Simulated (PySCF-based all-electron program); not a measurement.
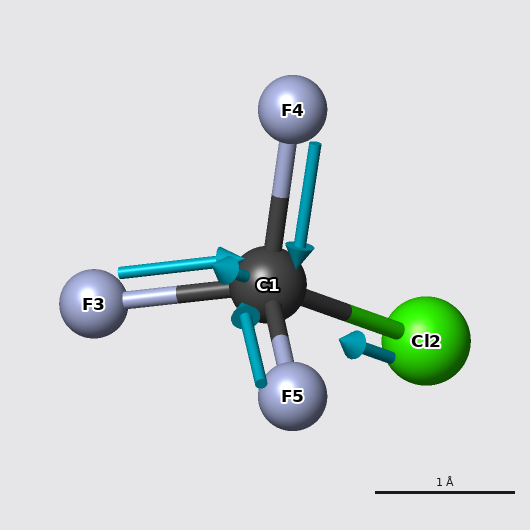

Arrows show the forces on the atoms, 0.9 Å of arrow for 1 eV/Å; forces under a tenth of the largest aren't drawn. Level of theory: PBE0, all-electron, scalar-relativistic (Koelling-Harmon), large uncontracted Gaussian sets (PySCF-based all-electron program).

List the force components in the frame of the picture (x right, y up, z towards the viewer), in eV/Å.

```json
{"atom": "C1", "Fx": "−0.27", "Fy": "0.10", "Fz": "0.31"}
{"atom": "Cl2", "Fx": "−0.42", "Fy": "0.15", "Fz": "0.47"}
{"atom": "F3", "Fx": "1.01", "Fy": "0.12", "Fz": "0.37"}
{"atom": "F4", "Fx": "−0.16", "Fy": "−1.02", "Fz": "−0.31"}
{"atom": "F5", "Fx": "−0.16", "Fy": "0.66", "Fz": "−0.84"}
```
